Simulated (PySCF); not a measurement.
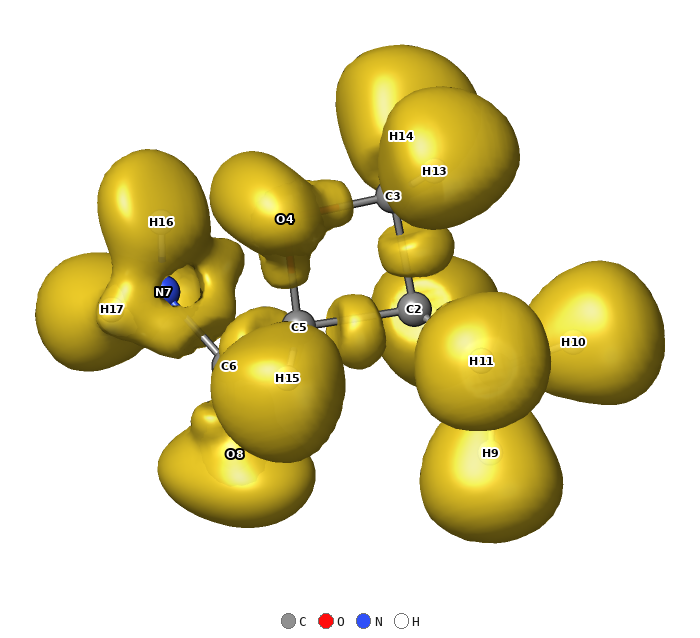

C5H9NO2. Isosurface of the ELF at 0.75 (yellow), seen at an oblique angle. Core shells and regions of very low density are left out.

Geometry: GFN2-xTB.

All numbers below come from PySCF, PBE0/pcSseg-1, SCF density, gas phase, non-relativistic.

Input file:

```
{"job": {"kind": "nmr", "xc": "PBE0", "basis": "pcSseg-1"}, "charge": 0, "multiplicity": 1}
C     -1.790241    -1.274542     0.369799
C     -0.788396    -0.163982     0.608971
C     -1.015437     1.158273    -0.136224
O      0.238323     1.042212    -0.815978
C      0.517342    -0.226091    -0.208552
C      1.797826    -0.264301     0.617259
N      2.482564     0.892475     0.586097
O      2.125941    -1.241199     1.252711
H     -1.403010    -2.209548     0.767300
H     -2.730799    -1.046183     0.867028
H     -1.979855    -1.399868    -0.694245
H     -0.606966    -0.038035     1.677166
H     -1.852190     1.149989    -0.840182
H     -1.060871     2.061245     0.477913
H      0.543609    -1.035999    -0.945996
H      2.152649     1.634892    -0.009403
H      3.362513     0.972692     1.065888
```

Command:

```sh
OMP_NUM_THREADS=1 python probes_run.py task.json out
```

What do the ELF domains correspond to?

The ELF exceeds this value in four regions between bonded C–C atoms (shared pairs), seven regions around hydrogen nuclei, two regions on O in which the atom's valence shell and bonds are merged and one joined region spread over several atoms (H, N), in which their bonds and any lone pairs are merged. Profiles from the grid: C–O (1.21 Å): the ELF peaks at about 0.85 between the atoms (a short, multiple covalent bond). C–N (1.34 Å): the ELF peaks at about 0.90 between the atoms: a covalent bond.
